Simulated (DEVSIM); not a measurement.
Device: W/Al2O3/n-Si capacitor, at 300 K.

| layer (left to right) | material | thickness (nm) | Nd (cm⁻³) |
|---|---|---|---|
| 1 | Al2O3 | 2.70 | - |
| 2 | Si | 500 | 1.3e18 |

Metal gate on the left, work function 4.6 eV. Fixed charge at the semiconductor interface 1e11 cm⁻² (in units of +e); no interface traps.

This is a model device: material constants are rounded textbook-type values typed into the input, and sizes, dopings and lifetimes were drawn at random. Values at 300 K.

```csv
parameter,Al2O3,Si
gap (eV),6.8,1.124
affinity (eV),1.35,4.05
permittivity,9,11.7
Nc (cm⁻³),-,2.86e19
Nv (cm⁻³),-,3.1e19
```

DEVSIM, 1D Poisson equation in equilibrium, Boltzmann statistics, complete ionisation; no quantum confinement or tunnelling. Metal contacts follow the ideal Schottky-Mott rule: no Fermi-level pinning, no interface dipoles.

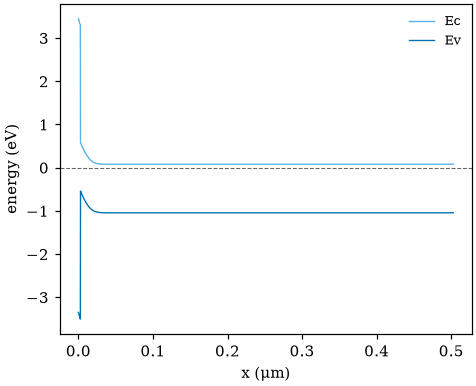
Fig. 1. Band edges at -0.2 V on the gate

Energies count from the Fermi level of the right contact; mesh points crowd at the junctions.

```
x (μm)     Ec (eV)  Ev (eV)  n (cm⁻³)  p (cm⁻³)  field (V/cm)
---------  -------  -------  --------  --------  ------------
0.000        3.450   -3.350     < 1e2     < 1e2       -590000
0.0007013    3.408   -3.392     < 1e2     < 1e2       -590000
0.001395     3.367   -3.433     < 1e2     < 1e2       -590000
0.002134     3.323   -3.477     < 1e2     < 1e2       -590000
0.003061     0.574   -0.550     6.5e9    1.8e10       -430000
0.004244     0.524   -0.600    4.5e10     2.6e9       -410000
0.006343     0.442   -0.682    1.1e12     1.1e8       -370000
0.01164      0.276   -0.848    6.6e14    170000       -260000
0.01946      0.132   -0.992    1.7e17       670       -110000
0.03229      0.082   -1.042    1.2e18     < 1e2         -5600
0.05612      0.080   -1.044    1.3e18     < 1e2           ≈ 0
0.1162       0.080   -1.044    1.3e18     < 1e2           ≈ 0
0.2050       0.080   -1.044    1.3e18     < 1e2           ≈ 0
0.3246       0.080   -1.044    1.3e18     < 1e2           ≈ 0
0.4185       0.080   -1.044    1.3e18     < 1e2           ≈ 0
0.4558       0.080   -1.044    1.3e18     < 1e2           ≈ 0
0.4758       0.080   -1.044    1.3e18     < 1e2           ≈ 0
0.4881       0.080   -1.044    1.3e18     < 1e2           ≈ 0
0.4964       0.080   -1.044    1.3e18     < 1e2           ≈ 0
0.4996       0.080   -1.044    1.3e18     < 1e2           ≈ 0
0.5015       0.080   -1.044    1.3e18     < 1e2           ≈ 0
0.5027       0.080   -1.044    1.3e18     < 1e2           ≈ 0
```
